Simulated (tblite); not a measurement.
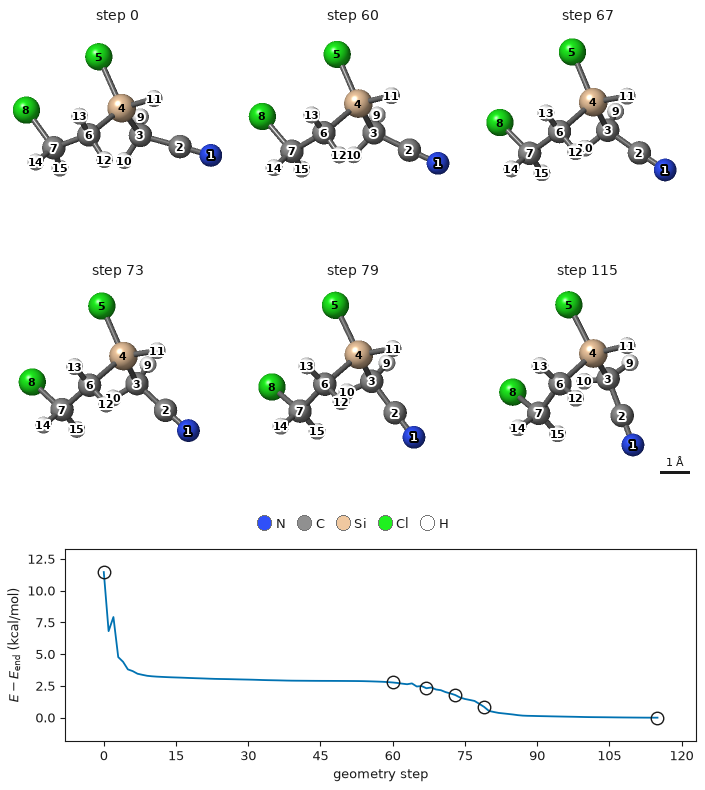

Frames of a relaxation of C$_{4}$H$_{7}$Cl$_{2}$NSi, marked on the history of the run. Style: ball-and-stick. Shown at a tilt.

The calculation used GFN2-xTB geometry optimisation, gas phase (tblite 0.8.0). 

Describe the path.

Answer. The energy falls by 11.5 kcal/mol in 115 geometry steps. The largest move after the best rigid fit is that of N1, 2.10 Å. Largest moves by element: N 2.10 Å, H 1.38 Å, Cl 1.30 Å, C 1.11 Å, Si 0.36 Å. Some distances before and after: Si4–Cl5 2.113 → 2.015 Å, Si4–C6 1.839 → 1.916 Å, C3–Si4 1.852 → 1.922 Å, C2–C3 1.485 → 1.428 Å. Bond angles that change, for instance: H12–C6–H13 112.1° → 106.7°, C6–C7–H14 107.1° → 111.6°, Si4–C3–H10 113.8° → 110.4°. Groups turn about C3–Si4 by about 55°, Si4–C6 by about 35°. From step 0 to 60: N1 moves most (0.40 Å), energy −8.70 kcal/mol. From step 60 to 67: N1 moves most (0.38 Å), energy −0.46 kcal/mol. From step 67 to 73: N1 moves most (0.31 Å), energy −0.53 kcal/mol. From step 73 to 79: N1 moves most (0.42 Å), energy −0.94 kcal/mol. From step 79 to 115: N1 moves most (0.62 Å), energy −0.85 kcal/mol.

```
step  E − E(0), kcal/mol
   0                0.00
   1               -4.65
   2               -3.54
   3               -6.70
   4               -7.07
   5               -7.67
   6               -7.80
   7               -8.01
   8               -8.09
   9               -8.17
  10               -8.21
  16               -8.32
  21               -8.39
  27               -8.45
  32               -8.49
  38               -8.55
  43               -8.57
  49               -8.58
  54               -8.60
  60               -8.70
  65               -9.01
  71               -9.46
  76              -10.07
  82              -11.10
  87              -11.31
  93              -11.37
  98              -11.40
 104              -11.44
 109              -11.46
 115              -11.47
```
